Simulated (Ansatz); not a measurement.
## Electronic structure of CHClSi (SMILES [CH]=[Si-]Cl) (charge −1, doublet) in real space

The calculation's input:

```
crystal:
  periodic: [false, false, false]
  atoms:
    - {symbol: C, position_ang: [-0.979031, 1.401253, 0.255166]}
    - {symbol: Cl, position_ang: [-0.624614, -0.351328, -2.382923]}
    - {symbol: Si, position_ang: [0.220597, 0.345942, -0.367121]}
    - {symbol: H, position_ang: [-1.388279, 2.078390, 1.007541]}
basis:
  gaussian:
    orbitals: def2-TZVPD
total_charge: -1
magnetization:
  spin_polarized: true
  initial_magnetization: 1
hamiltonian:
  xc: pbe0
output: {forces: true, orbitals: {seedname: orbitals}}
```

Command:

```sh
ansatz run input.yaml --threads 1 --pin off --max-ram 2610MiB --events-out events.jsonl --progress --plain --runs-dir runs
```

Geometry: PBE0-D3(BJ)/def2-SVPD.

All numbers below come from isolated molecule in a Gaussian basis; Kohn-Sham density functional theory, functional PBE0 in Ansatz.

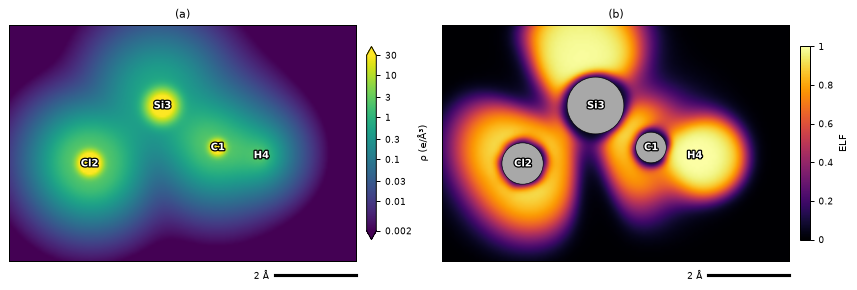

Figure 1. (a) total electron density; (b) electron localisation function on the molecular plane. Grey discs cover the atomic cores in the ELF map.

Question: Read the bonding off the picture.

Answer: Atoms in the plane: C, Cl, Si and H.
C–Si (1.71 Å): the density is about 1.1 e/Å³ at the midpoint; the ELF peaks at about 0.90 between the atoms (localised, covalent bonding).
Si–Cl (2.29 Å): the density is about 0.56 e/Å³ at the midpoint, with its minimum of 0.43 e/Å³ about 0.8 Å from Si; the ELF peaks at about 0.85 between the atoms; a polar covalent bond.
C–H (1.09 Å): ρ at the midpoint is about 1.9 e/Å³; the ELF climbs to about 1 towards the hydrogen, as it does in any bond to H; a covalent bond by its length.
The ELF also peaks beside Cl2 and Si3, away from the bonds: non-bonding electrons, paired or unpaired.

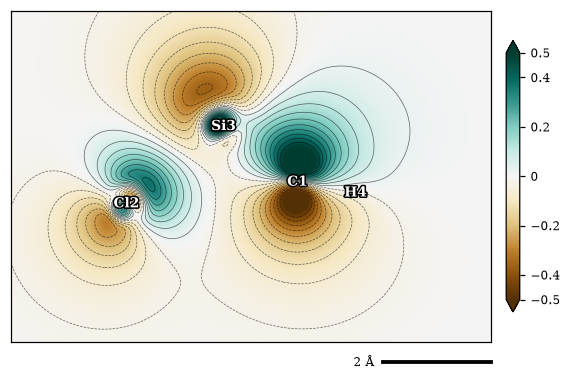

Figure 2. The HOMO (α) on the molecular plane (values in Å⁻³ᐟ²; the overall sign is arbitrary).

Question: Describe this orbital and give its energy.

Answer: By Hirshfeld shares it lies mainly on Si3 (about 45 %), C1 (about 35 %) and Cl2 (about 15 %); it is symmetric in the molecular plane (an in-plane orbital: σ, lone-pair or in-plane π type). Its energy is −0.91 eV.

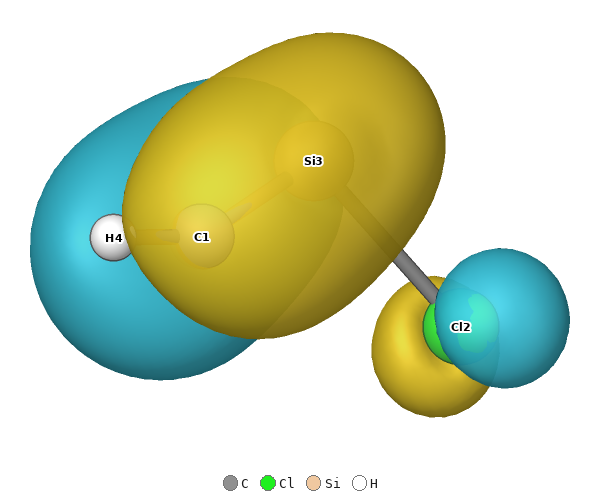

Figure 3. The HOMO−1 (α) at ±0.08 Å⁻³ᐟ² (yellow and cyan are the two phases), seen at a tilt.

Question: Where does this orbital lie, and at what energy?

Answer: By Hirshfeld shares it lies mainly on C1 (about 55 %) and Si3 (about 35 %); it changes sign across the molecular plane (π type); π-bonding across C1–Si3. Its energy is −1.32 eV.
